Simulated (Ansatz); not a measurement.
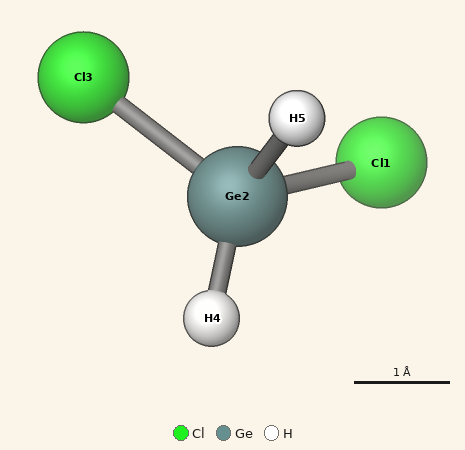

**Figure 1.** The structure (ball-and-stick view, seen at a tilt; atoms are numbered from 1 in the order of the input). Sticks mark near contacts.

## Two runs on GeH$_{2}$Cl$_{2}$

System: GeH$_{2}$Cl$_{2}$.
Method of run A: RHF-CCSD(T), frozen core/def2-TZVPP (Ansatz 0.2.0).

The geometry: displaced from a GFN2-xTB structure. Text and figures count atoms from 1; the logs count them from 0 in places.

## The input, run A
```yaml
crystal:
  periodic: [false, false, false]
  atoms:
    - {symbol: Cl, position_ang: [-1.682900, 0.117300, 1.011800]}
    - {symbol: Ge, position_ang: [0.061200, 0.074400, -0.229300]}
    - {symbol: Cl, position_ang: [1.552700, -0.955800, 0.832200]}
    - {symbol: H, position_ang: [-0.148900, -0.293000, -1.493200]}
    - {symbol: H, position_ang: [0.577600, 1.583000, -0.012800]}
basis:
  gaussian: {orbitals: def2-TZVPP}
correlation: {method: ccsd_t}
output: {forces: true}
```

Hardware: 8 CPU threads, shared host.

## Output (run A)
```
Functional definition: HF
  exchange = exact_x
  correlation = 0
972 factors; integrals over basis functions are off by at most 9.0e-4 eV
mean field evaluation 1: about -81513.6140 eV, gradient 2.0e1 eV
mean field evaluation 2: about -81513.7406 eV, gradient 2.0e1 eV
mean field evaluation 4: about -81514.9581 eV, gradient 2.3e0 eV
mean field evaluation 8: about -81514.9786 eV, gradient 2.0e-1 eV
mean field evaluation 16: about -81513.6149 eV, gradient 2.0e1 eV
mean field -81514.97880536 eV, -2995.6202182600 hartree, gradient 1.9e-6 eV, S^2 0.000000; 0 other end points of the search recorded, 0 dependent functions left out
19 core orbitals not correlated: weight in the atoms' cores, before any rotation towards them, 1.000 or more for the frozen orbitals, at most 0.000 for the correlated occupied ones
reference -81514.97880536 eV, -2995.6202182600 hartree; 15, 15 occupied and 126, 126 virtual orbitals, 972 factors
second order -17.23388036 eV of doubles, -0.00000000 eV of singles
cycle   1  -17.71287367 eV  change   -4.8e-1 eV  update   8.5e-2
cycle   2  -18.17946715 eV  change   -4.7e-1 eV  update   2.3e-2
cycle   3  -18.23529906 eV  change   -5.6e-2 eV  update   1.0e-2
cycle   4  -18.22655857 eV  change    8.7e-3 eV  update   2.2e-3
cycle   5  -18.22639520 eV  change    1.6e-4 eV  update   7.8e-4
cycle   6  -18.22632741 eV  change    6.8e-5 eV  update   2.1e-4
cycle   7  -18.22631252 eV  change    1.5e-5 eV  update   6.8e-5
cycle   8  -18.22633225 eV  change   -2.0e-5 eV  update   2.0e-5
cycle   9  -18.22633466 eV  change   -2.4e-6 eV  update   7.2e-6
perturbative correction -0.72485149 eV, -0.0266378009 hartree
the calculation of the forces begins
Total energy: -81533.92999151 eV, -2996.3166615055 hartree
Atom 0 at    -1.682900     0.117300     1.011800 Å, force    -0.286858    -0.333972    -0.158163 eV/Å
Atom 1 at     0.061200     0.074400    -0.229300 Å, force     1.064658     3.965918     5.276625 eV/Å
Atom 2 at     1.552700    -0.955800     0.832200 Å, force     0.514028    -0.832428     0.166632 eV/Å
Atom 3 at    -0.148900    -0.293000    -1.493200 Å, force    -0.880089    -1.741357    -4.704285 eV/Å
Atom 4 at     0.577600     1.583000    -0.012800 Å, force    -0.411738    -1.058161    -0.580810 eV/Å
Dipole moment:     0.036506     0.044021    -0.435820 e Å
```

The input of run B differs as follows (lines with − go, lines with + come):
```diff
-correlation: {method: ccsd_t}
+hamiltonian: {xc: r2scan, dispersion: d4}
```

Predict how the results change.

The total energies belong to different models, so their difference says nothing on which is more stable or more accurate. The largest force goes from 6.686 to 6.627 eV/Å.

## Output (run B)
```
Functional definition: r2SCAN
  parameter k0 = 0.174
  parameter k1 = 0.065
  parameter a1 = 4.9479
  exchange = r2scan_x(k0 = k0, k1 = k1, a1 = a1)
  correlation = r2scan_c
1064 factors; their error is unknown
mean field evaluation 1: about -81595.8918 eV, gradient 2.4e1 eV
mean field evaluation 2: about -81595.8369 eV, gradient 2.9e1 eV
mean field evaluation 4: about -81596.6639 eV, gradient 1.5e0 eV
mean field evaluation 8: about -81596.6436 eV, gradient 2.3e-2 eV
mean field evaluation 16: about -81596.6436 eV, gradient 1.1e-5 eV
mean field -81596.64363065 eV, -2998.6213452350 hartree, gradient 1.1e-5 eV, S^2 0.000000; 0 other end points of the search recorded, 0 dependent functions left out
the calculation of the forces begins
reference -81596.64363970 eV, -2998.6213455674 hartree; 34, 34 occupied and 126, 126 virtual orbitals, 1064 factors
Total energy: -81596.67010405 eV, -2998.6223181144 hartree
Atom 0 at    -1.682900     0.117300     1.011800 Å, force    -0.282367    -0.325701    -0.146127 eV/Å
Atom 1 at     0.061200     0.074400    -0.229300 Å, force     1.075440     3.888749     5.257811 eV/Å
Atom 2 at     1.552700    -0.955800     0.832200 Å, force     0.486183    -0.802033     0.157961 eV/Å
Atom 3 at    -0.148900    -0.293000    -1.493200 Å, force    -0.889826    -1.762442    -4.730577 eV/Å
Atom 4 at     0.577600     1.583000    -0.012800 Å, force    -0.389430    -0.998574    -0.539069 eV/Å
Dipole moment:     0.038863     0.050143    -0.434648 e Å
```

## The two runs side by side

| quantity | run A | run B |
| --- | --- | --- |
| outcome | converged | converged |
| total energy (hartree) | −2996.316662 | −2998.622318 |
| dipole moment (D) | 2.11 | 2.11 |
| largest force (eV/Å) | 6.686 | 6.627 |
| basis functions | 160 | 160 |
| wall time (shared host) | 78 s | 1.9 s |
